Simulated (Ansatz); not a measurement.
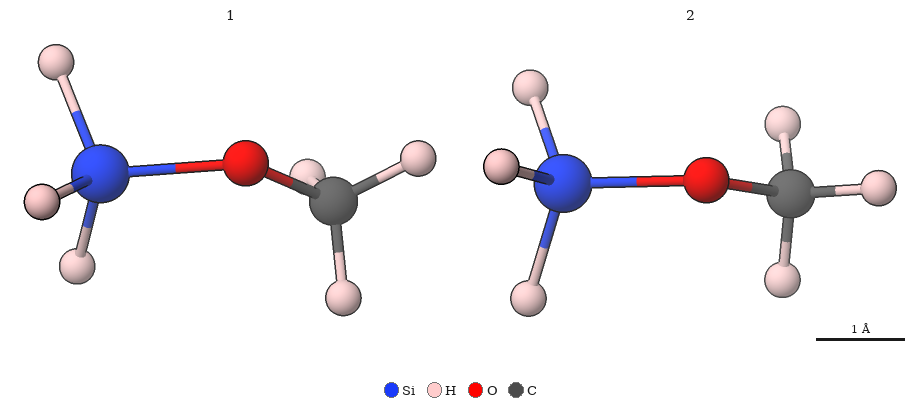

Two geometries of CH$_{6}$OSi, drawn at one scale. One is the start of a relaxation, the other its converged end. Style: ball-and-stick. Shown at a tilt.

Method: Ansatz 0.2.0, RKS PBE-D4/def2-mTZVP. Settings: no spin polarisation; force threshold 0.02 eV/Å; at most 40 steps.

### Which geometry has the lower energy?

Structure 2 is the relaxed one. The run prepares the start of a later molecular dynamics calculation, from a guessed geometry. The atom that moves furthest after the best rigid fit is an H atom (0.68 Å). Largest moves by element: H 0.68 Å, O 0.23 Å, Si 0.12 Å, C 0.09 Å. Some distances before and after: H–Si 1.459 → 1.503 Å, O–Si 1.679 → 1.669 Å, C–O 1.420 → 1.428 Å, C–H 1.110 → 1.105 Å. Bond angles that change, for instance: Si–O–C 125.0° → 120.3°, H–Si–O 109.5° → 106.0°, O–C–H 109.5° → 111.7°. Groups turn about O–Si by about 35°. Over 8 accepted moves (10 points after the start) the energy falls by 12.1 kJ/mol. The largest force component goes from 0.88 to 0.0015 eV/Å. The line search rejected the trial steps at points 6, 9 of the run. The forces were under the threshold at step 7, but the run went on from there.
